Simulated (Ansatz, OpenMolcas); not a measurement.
**SiH2S (SMILES [SiH]S): the energy, rung by rung**

SiH2S has 4 atoms, charge 0, and is taken as a singlet. SMILES: `[SiH]S`. The coordinates come from a PBE0-D4/def2-TZVP relaxation.

```xyz
4

Si   -0.2628   -1.0744    0.1611
S     0.1905    0.9588   -0.2066
H     1.0175   -1.1908    0.9814
H    -0.8897    1.2460   -0.9562
```

Each level gives the energy change with the Si1–H3 bond stretched from 1.525 to 1.906 Å (eV). The values are calculated.

```
                      level                    kind     program  value (eV)  less FCI/STO-3G  CPU time (all runs)
  SVWN5/STO-3G (restricted)                     LDA      Ansatz        1.06            -0.04                  1 s
   BLYP/STO-3G (restricted)                     GGA      Ansatz        0.97            -0.13                1.5 s
  HSE06/STO-3G (restricted)  range-separated hybrid      Ansatz        1.18            +0.08                2.3 s
   ACPF/STO-3G (restricted)   coupled cluster or CI  OpenMolcas        1.08            -0.02                3.4 s
CCSD(T)/STO-3G (restricted)   coupled cluster or CI      Ansatz        1.10             0.00               0.32 s
   CCSD/STO-3G (restricted)   coupled cluster or CI      Ansatz        1.11            +0.01               0.34 s
   CISD/STO-3G (restricted)   coupled cluster or CI  OpenMolcas        1.17            +0.07                3.5 s
                 FCI/STO-3G      exact in the basis  OpenMolcas        1.10             0.00                8.7 s
```

FCI/STO-3G is exact within its basis and frozen core, so for wave-function methods in that basis the difference is their error; functionals converge differently with the basis, so for them it is only a difference. The first shape isn't each level's own minimum. The values span 0.97 to 1.18 eV. All rows use very small basis sets, so even the best lies far from the true value. Times are those of the runs behind each value, whatever else they computed, on shared processors of several kinds: orders of magnitude only.

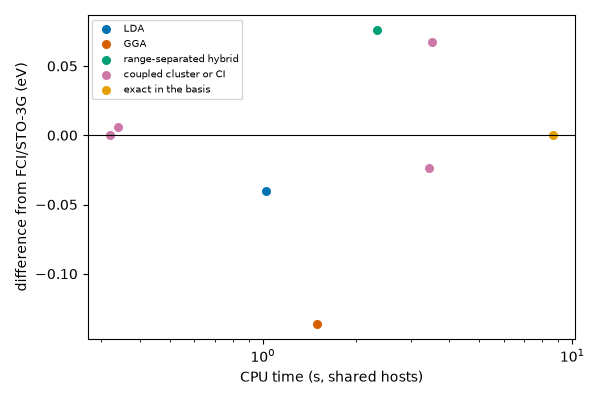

Difference from FCI/STO-3G against processor time, one point a level.
